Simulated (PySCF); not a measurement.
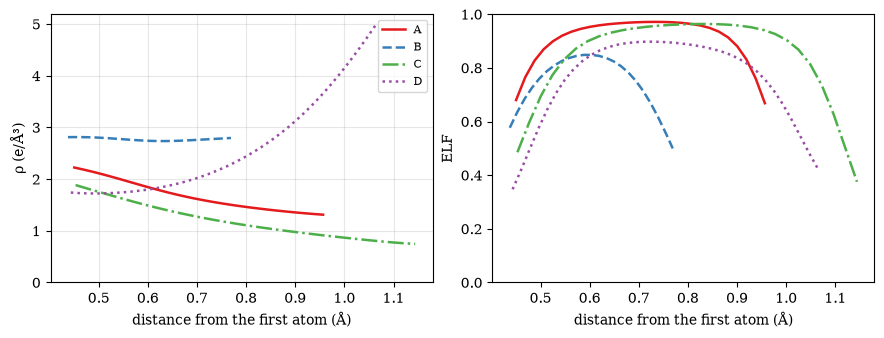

C5H9BOSi. Electron density and ELF along straight lines between neighbouring atoms. The curves leave out the atomic cores.

Geometry: GFN2-xTB.

All numbers below come from CAM-B3LYP/def2-SVPD, SCF density, gas phase in PySCF 2.14.0.

The calculation's input:

```
{"job": {"kind": "uv", "xc": "CAM-B3LYP", "basis": "def2-SVPD", "nstates": 8, "ntriplets": 3}, "charge": 0, "multiplicity": 1}
C      3.776152     0.824057     0.065601
C      2.612627     1.107012     0.212314
B      1.164811     1.454583     0.398025
C      0.140887     0.281009     0.670529
C     -0.085236    -0.417100    -0.703759
Si    -1.802732    -1.216928    -0.489646
C     -2.053134    -0.321749     1.186087
O     -1.105270     0.734741     1.172017
H      4.792294     0.583356    -0.063873
H      0.787150     2.553149     0.271134
H      0.531248    -0.488994     1.359949
H      0.729859    -1.106072    -0.913526
H     -0.093422     0.328997    -1.499828
H     -2.758589    -0.789980    -1.510649
H     -1.750271    -2.673623    -0.347298
H     -1.864223    -0.980924     2.046910
H     -3.029149     0.140496     1.329381
```

Run with:

```sh
OMP_NUM_THREADS=1 python probes_run.py task.json out
```

> Which curve belongs to which contact (C–B, C–C, C–O and C–Si)? The first atom named is at distance zero.

Curve A: C–B (1.50 Å): ρ at the midpoint is about 1.5 e/Å³; the ELF peaks at about 1 between the atoms; a covalent bond. Curve B: C–C (1.21 Å): ρ is about 2.7 e/Å³ halfway; the ELF peaks at about 0.85 between the atoms (a short, multiple covalent bond). Curve C: C–Si (1.91 Å): the density is about 0.92 e/Å³ at the midpoint; the ELF peaks at about 0.95 between the atoms; a shared electron pair. Curve D: C–O (1.42 Å): the density is about 2 e/Å³ at the midpoint, with its minimum of 1.7 e/Å³ about 0.5 Å from C; the ELF peaks at about 0.90 between the atoms, as expected for a polar covalent bond.
